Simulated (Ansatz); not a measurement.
**GeH₂+ (doublet): one geometry, many settings at distance Ge1–H2 = 2.454 Å**

What do other methods and options give for GeH₂+ (doublet) at this geometry, and how long do they take?

Computed with Ansatz 0.2.0, Gaussian basis. Level: the settings change from run to run.

20 further runs of the same task are left out: 2 for a known fault of the program, 15 that didn't finish, 3 set aside as unsound or not needed.

### Step 1. The geometry

The geometry derives from a PBE0/def2-TZVP stationary point (not a proven minimum). One bond is set to the value named and the two fragments are kept rigid. No spin-orbit coupling is included. The filled d shell of Ge may be among the frozen orbitals whatever the setting's name suggests; the logs give the count.

3 atoms, charge 1, spin multiplicity 2.

Atoms are counted from 1 here; the program's logs count them from 0.

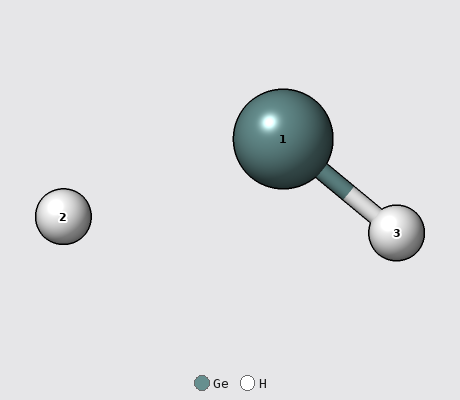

The geometry (germanium teal, hydrogen white); atoms are numbered from 1 in the order of the file.

### Step 2. MP2 on UHF/aug-cc-pVDZ

in.yaml reads:

```yaml
crystal:
  periodic: [false, false, false]
  atoms:
    - {symbol: Ge, position_ang: [0.000000, -0.026668, 0.010599]}
    - {symbol: H, position_ang: [0.000000, 1.183423, -2.124301]}
    - {symbol: H, position_ang: [0.000000, 0.738452, 1.360461]}
basis:
  gaussian: {orbitals: aug-cc-pVDZ}
total_charge: 1
magnetization: {spin_polarized: true, initial_magnetization: 1}
correlation: {method: mp2, electrons: outside_noble_gas}
scf: {lower_state_search: light}
output: {forces: true}
```

The run is started by

```console
$ ansatz run in.yaml --threads 1 --pin off --events-out ev --progress --plain --max-ram 2393MiB
```

Log:

```text
Functional definition: HF
  name "HF"
  cite "Fock, Z. Phys. 61, 126 (1930) doi:10.1007/BF01340294"
  parent pbe
  exchange = exact_x
  correlation = 0
576 factors; integrals over basis functions are off by at most 8.0e-4 eV
mean field evaluation 1: about -56492.4084 eV, gradient 6.2e0 eV
mean field evaluation 2: about -56492.4083 eV, gradient 6.2e0 eV
mean field evaluation 4: about -56493.4119 eV, gradient 2.0e0 eV
mean field evaluation 8: about -56493.5956 eV, gradient 2.7e-3 eV
mean field evaluation 16: about -56492.5647 eV, gradient 4.6e0 eV
mean field -56493.59561208 eV, -2076.1013460096 hartree, gradient 1.5e-6 eV, S^2 0.907528; 2 other end points of the search recorded, 0 dependent functions left out
14 core orbitals not correlated: weight in the atoms' cores, before any rotation towards them, 1.000 or more for the frozen orbitals, at most 0.000 for the correlated occupied ones
reference -56493.59561208 eV, -2076.1013460096 hartree; 3, 2 occupied and 37, 38 virtual orbitals, 576 factors
second order -1.45703420 eV of doubles, -0.00000000 eV of singles
the calculation of the forces begins
Total energy: -56495.05264629 eV, -2076.1548910290 hartree
Atom 0 at     0.000000    -0.026668     0.010599 Å, force    -0.000000    -0.263471    -0.878838 eV/Å
Atom 1 at     0.000000     1.183423    -2.124301 Å, force    -0.000000    -0.155467     0.505648 eV/Å
Atom 2 at     0.000000     0.738452     1.360461 Å, force     0.000000     0.418938     0.373191 eV/Å
Dipole moment:     0.000000     0.098805    -0.036995 e Å
```

Run time: 5 s. Hardware: 1 thread of AMD EPYC, shared host.

From the report: ⟨S²⟩ of the determinant 0.908 (pure doublet: 0.75).

### Step 3. BCCD/aug-cc-pVDZ

in.yaml: that of step 2 with these lines changed.

```diff
@@ -10,4 +10,3 @@
 magnetization: {spin_polarized: true, initial_magnetization: 1}
-correlation: {method: mp2, electrons: outside_noble_gas}
-scf: {lower_state_search: light}
-output: {forces: true}
+hamiltonian: {xc: {name: PBE0}}
+correlation: {method: bccd, electrons: outside_noble_gas}
```

Launched as before.

Log, cut to the lines that bear on the results:

```text
Functional definition: PBE0
  name "PBE0"
  cite "Adamo & Barone, J. Chem. Phys. 110, 6158 (1999) doi:10.1063/1.478522"
  cite "Perdew, Burke & Ernzerhof, Phys. Rev. Lett. 77, 3865 (1996) doi:10.1103/PhysRevLett.77.3865"
  parent pbe
[...]
576 factors; integrals over basis functions are off by at most 8.0e-4 eV
[...]
mean field -56530.58900736 eV, -2077.4608282112 hartree, gradient 7.1e-6 eV, S^2 0.804773; 2 other end points of the search recorded, 0 dependent functions left out
14 core orbitals not correlated: weight in the atoms' cores, before any rotation towards them, 0.999 or more for the frozen orbitals, at most 0.000 for the correlated occupied ones
reference -56493.21002841 eV, -2076.0871760710 hartree; 3, 2 occupied and 37, 38 virtual orbitals, 576 factors
second order -1.64054099 eV of doubles, -0.14971347 eV of singles
cycle   1  -2.16350051 eV  change   -3.7e-1 eV  update   5.7e-2
[...]
cycle  15  -2.38993155 eV  change   -2.7e-6 eV  update   2.4e-6
Total energy: -56495.59995996 eV, -2076.1750044356 hartree
```

Run time: 8 s. Hardware: 1 thread of AMD EPYC, shared host.

From the report: ⟨S²⟩ of the determinant 0.805 (pure doublet: 0.75); correlation -2.3899 eV; largest double amplitude 0.08.

### Step 4. CCSD on ROHF/def2-TZVP

in.yaml reads:

```yaml
crystal:
  periodic: [false, false, false]
  atoms:
    - {symbol: Ge, position_ang: [0.000000, -0.026668, 0.010599]}
    - {symbol: H, position_ang: [0.000000, 1.183423, -2.124301]}
    - {symbol: H, position_ang: [0.000000, 0.738452, 1.360461]}
basis:
  gaussian: {orbitals: def2-TZVP}
total_charge: 1
magnetization: {spin_polarized: false, initial_magnetization: 1}
correlation: {method: ccsd, electrons: outside_noble_gas}
scf: {omitted_lower_state_checks: [cluster_reference]}
output: {forces: true}
```

Launched as before.

Log, cut to the lines that bear on the results:

```text
Functional definition: HF
  name "HF"
  cite "Fock, Z. Phys. 61, 126 (1930) doi:10.1007/BF01340294"
  parent pbe
[...]
419 factors; integrals over basis functions are off by at most 1.2e-3 eV
[...]
mean field -56494.24920136 eV, -2076.1253649726 hartree, gradient 9.5e-7 eV, S^2 0.750000; 4 other end points of the search recorded, 0 dependent functions left out
14 core orbitals not correlated: weight in the atoms' cores, before any rotation towards them, 1.000 or more for the frozen orbitals, at most 0.000 for the correlated occupied ones
reference -56494.24920136 eV, -2076.1253649726 hartree; 3, 2 occupied and 43, 44 virtual orbitals, 419 factors
second order -1.78110610 eV of doubles, -0.02140496 eV of singles
cycle   1  -2.17717763 eV  change   -3.7e-1 eV  update   6.3e-2
[...]
cycle  15  -2.45735341 eV  change   -8.2e-7 eV  update   1.5e-6
[...]
Total energy: -56496.70655477 eV, -2076.2156710446 hartree
Atom 0 at     0.000000    -0.026668     0.010599 Å, force     0.000000    -0.096264    -1.059381 eV/Å
Atom 1 at     0.000000     1.183423    -2.124301 Å, force    -0.000000    -0.283906     0.693835 eV/Å
Atom 2 at     0.000000     0.738452     1.360461 Å, force     0.000000     0.380170     0.365546 eV/Å
Dipole moment:     0.000000     0.102975    -0.028609 e Å
Checks for a lower state left out: cluster_reference
```

It took 11 s on 1 thread of AMD EPYC, shared host.

From the report: correlation -2.4574 eV; T1 0.065; largest double amplitude 0.09.

### Step 5. CCSD(T) on UHF/aug-cc-pVDZ

in.yaml reads:

```yaml
crystal:
  periodic: [false, false, false]
  atoms:
    - {symbol: Ge, position_ang: [0.000000, -0.026668, 0.010599]}
    - {symbol: H, position_ang: [0.000000, 1.183423, -2.124301]}
    - {symbol: H, position_ang: [0.000000, 0.738452, 1.360461]}
basis:
  gaussian: {orbitals: aug-cc-pVDZ}
total_charge: 1
magnetization: {spin_polarized: true, initial_magnetization: 1}
correlation: {method: ccsd_t, electrons: outside_noble_gas}
accuracy: high
```

Launched as before.

Log, cut to the lines that bear on the results:

```text
Functional definition: HF
  name "HF"
  cite "Fock, Z. Phys. 61, 126 (1930) doi:10.1007/BF01340294"
  parent pbe
[...]
1003 factors; integrals over basis functions are off by at most 4.5e-9 eV
[...]
mean field -56493.59564175 eV, -2076.1013470999 hartree, gradient 2.8e-8 eV, S^2 0.907528; 7 other end points of the search recorded, 0 dependent functions left out
determinant -56493.59564175 eV, -2076.1013470999 hartree, with singles and doubles -56495.73411530 eV, -2076.1799345532 hartree
determinant -56491.49280408 eV, -2076.0240692409 hartree, with singles and doubles -56493.36805472 eV, -2076.0929834306 hartree
determinant -56491.18320574 eV, -2076.0126917115 hartree, with singles and doubles -56493.05463214 eV, -2076.0814653635 hartree
determinant -56491.09796743 eV, -2076.0095592616 hartree, with singles and doubles -56492.81970389 eV, -2076.0728319095 hartree
determinant -56490.83530657 eV, -2075.9999066528 hartree, with singles and doubles -56492.60782473 eV, -2076.0650454941 hartree
determinant -56490.33236118 eV, -2075.9814237508 hartree, with singles and doubles -56493.71173931 eV, -2076.1056136064 hartree
14 core orbitals not correlated: weight in the atoms' cores, before any rotation towards them, 1.000 or more for the frozen orbitals, at most 0.000 for the correlated occupied ones
reference -56493.59564175 eV, -2076.1013470999 hartree; 3, 2 occupied and 37, 38 virtual orbitals, 1003 factors
second order -1.45703982 eV of doubles, -0.00000000 eV of singles
cycle   1  -2.13092288 eV  change   -5.6e-2 eV  update   1.4e-2
[...]
cycle  30  -2.14304588 eV  change  -2.5e-10 eV  update  1.2e-10
perturbative correction -0.04064809 eV, -0.0014937897 hartree
Total energy: -56495.77933572 eV, -2076.1815963730 hartree
```

Wall time 18 s (1 thread of AMD EPYC, shared host).

From the report: ⟨S²⟩ of the determinant 0.908 (pure doublet: 0.75); correlation -2.1837 eV; T1 0.044; largest double amplitude 0.08.

### Step 6. CCSD(T) on ROHF/6-31G

in.yaml reads:

```yaml
crystal:
  periodic: [false, false, false]
  atoms:
    - {symbol: Ge, position_ang: [0.000000, -0.026668, 0.010599]}
    - {symbol: H, position_ang: [0.000000, 1.183423, -2.124301]}
    - {symbol: H, position_ang: [0.000000, 0.738452, 1.360461]}
basis:
  gaussian: {orbitals: 6-31G}
total_charge: 1
magnetization: {spin_polarized: false, initial_magnetization: 1}
correlation: {method: ccsd_t, electrons: all}
scf: {omitted_lower_state_checks: [cluster_reference]}
```

Launched as before.

Log, cut to the lines that bear on the results:

```text
Functional definition: HF
  name "HF"
  cite "Fock, Z. Phys. 61, 126 (1930) doi:10.1007/BF01340294"
  parent pbe
[...]
316 factors; integrals over basis functions are off by at most 5.9e-4 eV
[...]
mean field -56484.89628142 eV, -2075.7816515044 hartree, gradient 4.0e-6 eV, S^2 0.750000; 4 other end points of the search recorded, 0 dependent functions left out
reference -56484.89628142 eV, -2075.7816515044 hartree; 17, 16 occupied and 16, 17 virtual orbitals, 316 factors
second order -6.63484696 eV of doubles, -0.02065214 eV of singles
cycle   1  -6.23889773 eV  change    4.2e-1 eV  update   7.0e-2
[...]
cycle  13  -6.65142225 eV  change   -7.0e-6 eV  update   1.7e-5
perturbative correction -0.09198608 eV, -0.0033804262 hartree
Total energy: -56491.63968976 eV, -2076.0294671899 hartree
Checks for a lower state left out: cluster_reference
```

Run time: 6.5 s. Hardware: 1 thread of AMD EPYC, shared host.

From the report: correlation -6.7434 eV; T1 0.028; largest double amplitude 0.12.

### Step 7. MP2 on UHF/6-31G*

in.yaml reads:

```yaml
crystal:
  periodic: [false, false, false]
  atoms:
    - {symbol: Ge, position_ang: [0.000000, -0.026668, 0.010599]}
    - {symbol: H, position_ang: [0.000000, 1.183423, -2.124301]}
    - {symbol: H, position_ang: [0.000000, 0.738452, 1.360461]}
basis:
  gaussian: {orbitals: "6-31G*"}
total_charge: 1
magnetization: {spin_polarized: true, initial_magnetization: 1}
correlation: {method: mp2, electrons: outside_noble_gas}
accuracy: high
output: {forces: true}
```

Same command.

Log, cut to the lines that bear on the results:

```text
Functional definition: HF
  name "HF"
  cite "Fock, Z. Phys. 61, 126 (1930) doi:10.1007/BF01340294"
  parent pbe
[...]
638 factors; integrals over basis functions are off by at most 3.2e-9 eV
[...]
mean field -56486.52155169 eV, -2075.8413790853 hartree, gradient 3.7e-8 eV, S^2 0.908139; 2 other end points of the search recorded, 0 dependent functions left out
14 core orbitals not correlated: weight in the atoms' cores, before any rotation towards them, 1.000 or more for the frozen orbitals, at most 0.000 for the correlated occupied ones
reference -56486.52155169 eV, -2075.8413790853 hartree; 3, 2 occupied and 22, 23 virtual orbitals, 638 factors
second order -1.20291120 eV of doubles, -0.00000000 eV of singles
[...]
Total energy: -56487.72446290 eV, -2075.8855852567 hartree
Atom 0 at     0.000000    -0.026668     0.010599 Å, force     0.000000    -0.371397    -0.904660 eV/Å
Atom 1 at     0.000000     1.183423    -2.124301 Å, force    -0.000000    -0.106472     0.404948 eV/Å
Atom 2 at     0.000000     0.738452     1.360461 Å, force    -0.000000     0.477869     0.499712 eV/Å
Dipole moment:     0.000000     0.110118     0.035384 e Å
```

Wall time 4.4 s (1 thread of AMD EPYC, shared host).

From the report: ⟨S²⟩ of the determinant 0.908 (pure doublet: 0.75).

### Step 8. CCSD(T) on ROHF/cc-pVDZ

in.yaml reads:

```yaml
crystal:
  periodic: [false, false, false]
  atoms:
    - {symbol: Ge, position_ang: [0.000000, -0.026668, 0.010599]}
    - {symbol: H, position_ang: [0.000000, 1.183423, -2.124301]}
    - {symbol: H, position_ang: [0.000000, 0.738452, 1.360461]}
basis:
  gaussian: {orbitals: cc-pVDZ}
total_charge: 1
magnetization: {spin_polarized: false, initial_magnetization: 1}
correlation: {method: ccsd_t, electrons: outside_noble_gas}
scf: {lower_state_search: off}
```

Launched as before.

Log, cut to the lines that bear on the results:

```text
Functional definition: HF
  name "HF"
  cite "Fock, Z. Phys. 61, 126 (1930) doi:10.1007/BF01340294"
  parent pbe
[...]
413 factors; integrals over basis functions are off by at most 1.2e-3 eV
[...]
mean field -56493.36512382 eV, -2076.0928757223 hartree, gradient 1.1e-6 eV, S^2 0.750000; 0 other end points of the search recorded, 0 dependent functions left out
14 core orbitals not correlated: weight in the atoms' cores, before any rotation towards them, 1.000 or more for the frozen orbitals, at most 0.000 for the correlated occupied ones
reference -56493.36512382 eV, -2076.0928757223 hartree; 3, 2 occupied and 20, 21 virtual orbitals, 413 factors
second order -1.53145235 eV of doubles, -0.02115397 eV of singles
cycle   1  -1.95170930 eV  change   -4.0e-1 eV  update   6.5e-2
[...]
cycle  15  -2.24209660 eV  change   -3.2e-7 eV  update   1.3e-6
perturbative correction -0.03786134 eV, -0.0013913787 hartree
Total energy: -56495.64508177 eV, -2076.1766626313 hartree
Checks for a lower state left out: stability, starts, cluster_reference, orbital_swaps, neighbouring_geometries, increment
```

Run time: 1.6 s. Hardware: 1 thread of AMD EPYC, shared host.

From the report: correlation -2.2800 eV; T1 0.065; largest double amplitude 0.10.

### Step 9. CASSCF(1,7)/6-31G

in.yaml: that of step 8 with these lines changed.

```diff
@@ -7,6 +7,7 @@
 basis:
-  gaussian: {orbitals: cc-pVDZ}
+  gaussian: {orbitals: 6-31G}
 total_charge: 1
 magnetization: {spin_polarized: false, initial_magnetization: 1}
-correlation: {method: ccsd_t, electrons: outside_noble_gas}
-scf: {lower_state_search: off}
+correlation: {active_space: {window: {electrons: 1, orbitals: 7}}}
+accuracy: high
+output: {forces: true}
```

Launched as before.

Log, cut to the lines that bear on the results:

```text
Functional definition: HF
  name "HF"
  cite "Fock, Z. Phys. 61, 126 (1930) doi:10.1007/BF01340294"
  parent pbe
[...]
506 factors; integrals over basis functions are off by at most 3.7e-9 eV
[...]
mean field -56484.89653378 eV, -2075.7816607783 hartree, gradient 3.9e-8 eV, S^2 0.750000; 4 other end points of the search recorded, 0 dependent functions left out
reference -56484.89653378 eV, -2075.7816607783 hartree; 17, 16 occupied and 16, 17 virtual orbitals, 506 factors
state -56484.89653378 eV, -2075.7816607783 hartree
[...]
Total energy: -56484.89653378 eV, -2075.7816607783 hartree
Atom 0 at     0.000000    -0.026668     0.010599 Å, force     0.000000    -0.645610    -0.330905 eV/Å
Atom 1 at     0.000000     1.183423    -2.124301 Å, force     0.000000     0.189053    -0.091023 eV/Å
Atom 2 at     0.000000     0.738452     1.360461 Å, force    -0.000000     0.456557     0.421928 eV/Å
Dipole moment:    -0.000000     0.108381     0.070444 e Å
```

Wall time 10 s (1 thread of AMD EPYC, shared host).

From the report: 7 determinants; active occupations 1.00, 0.00, 0.00, 0.00, 0.00, 0.00, 0.00. With so small a space the active step adds no correlation: the energy is the mean field's.

### Step 10. CCSD(T) on UHF/def2-TZVP

in.yaml reads:

```yaml
crystal:
  periodic: [false, false, false]
  atoms:
    - {symbol: Ge, position_ang: [0.000000, -0.026668, 0.010599]}
    - {symbol: H, position_ang: [0.000000, 1.183423, -2.124301]}
    - {symbol: H, position_ang: [0.000000, 0.738452, 1.360461]}
basis:
  gaussian: {orbitals: def2-TZVP}
total_charge: 1
magnetization: {spin_polarized: true, initial_magnetization: 1}
correlation: {method: ccsd_t, electrons: outside_noble_gas}
```

Same command.

Log, cut to the lines that bear on the results:

```text
Functional definition: HF
  name "HF"
  cite "Fock, Z. Phys. 61, 126 (1930) doi:10.1007/BF01340294"
  parent pbe
[...]
419 factors; integrals over basis functions are off by at most 1.2e-3 eV
[...]
mean field -56494.41981943 eV, -2076.1316350711 hartree, gradient 2.3e-6 eV, S^2 0.907977; 7 other end points of the search recorded, 0 dependent functions left out
determinant -56494.41981943 eV, -2076.1316350711 hartree, with singles and doubles -56496.75055662 eV, -2076.2172880828 hartree
determinant -56492.31761039 eV, -2076.0543803138 hartree, with singles and doubles -56494.37476864 eV, -2076.1299794848 hartree
determinant -56492.01178295 eV, -2076.0431413624 hartree, with singles and doubles -56494.19557910 eV, -2076.1233943907 hartree
determinant -56491.92606741 eV, -2076.0399913746 hartree, with singles and doubles -56493.82096656 eV, -2076.1096276337 hartree
determinant -56491.66372235 eV, -2076.0303503713 hartree, with singles and doubles -56493.65238054 eV, -2076.1034322118 hartree
determinant -56491.15370338 eV, -2076.0116075201 hartree, with singles and doubles -56494.73907556 eV, -2076.1433675172 hartree
14 core orbitals not correlated: weight in the atoms' cores, before any rotation towards them, 1.000 or more for the frozen orbitals, at most 0.000 for the correlated occupied ones
reference -56494.41981943 eV, -2076.1316350711 hartree; 3, 2 occupied and 43, 44 virtual orbitals, 419 factors
second order -1.64157486 eV of doubles, -0.00000000 eV of singles
cycle   1  -2.27965693 eV  change   -1.3e-1 eV  update   1.7e-2
[...]
cycle  13  -2.29107696 eV  change    2.5e-6 eV  update   1.1e-6
perturbative correction -0.05055731 eV, -0.0018579469 hartree
Total energy: -56496.76145371 eV, -2076.2176885434 hartree
```

Run time: 11 s. Hardware: 1 thread of AMD EPYC, shared host.

From the report: ⟨S²⟩ of the determinant 0.908 (pure doublet: 0.75); correlation -2.3416 eV; T1 0.044; largest double amplitude 0.09.

### Step 11. All runs side by side

Where basis and cores are those of an earlier FCI/aug-cc-pVDZ run (-56495.8010 eV), and the state is the same kind, the miss against it is given.

| level | correlated | functions | energy (eV) | from FCI (meV) | time |
| --- | --- | --- | --- | --- | --- |
| MP2 on UHF/aug-cc-pVDZ | outside noble gas | 54 | -56495.0526 | 748.4 | 5 s |
| BCCD/aug-cc-pVDZ (on PBE0 orbitals) | outside noble gas | 54 | -56495.6000 | 201.1 | 8 s |
| CCSD on ROHF/def2-TZVP | outside noble gas | 60 | -56496.7066 |  | 11 s |
| CCSD(T) on UHF/aug-cc-pVDZ | outside noble gas | 54 | -56495.7793 | 21.7 | 18 s |
| CCSD(T) on ROHF/6-31G | all | 33 | -56491.6397 |  | 6.5 s |
| MP2 on UHF/6-31G* | outside noble gas | 39 | -56487.7245 |  | 4.4 s |
| CCSD(T) on ROHF/cc-pVDZ | outside noble gas | 37 | -56495.6451 |  | 1.6 s |
| CASSCF(1,7)/6-31G |  | 33 | -56484.8965 |  | 10 s |
| CCSD(T) on UHF/def2-TZVP | outside noble gas | 60 | -56496.7615 |  | 11 s |

### Step 12. Outcome

```
quantity                             value
    runs                                 9
quickest    CCSD(T) on ROHF/cc-pVDZ, 1.6 s
 slowest  CCSD(T) on UHF/aug-cc-pVDZ, 18 s
```

**Reading.** Total energies in different bases, with other cores or another treatment of relativity can't be set against each other. CCSD(T) on UHF/aug-cc-pVDZ took 11 times as long as CCSD(T) on ROHF/cc-pVDZ; the jobs differ in more than the method. Among the correlated runs with a miss given, it spans +22 to +748 meV. Cores frozen from Kohn-Sham orbitals shift the total energy.
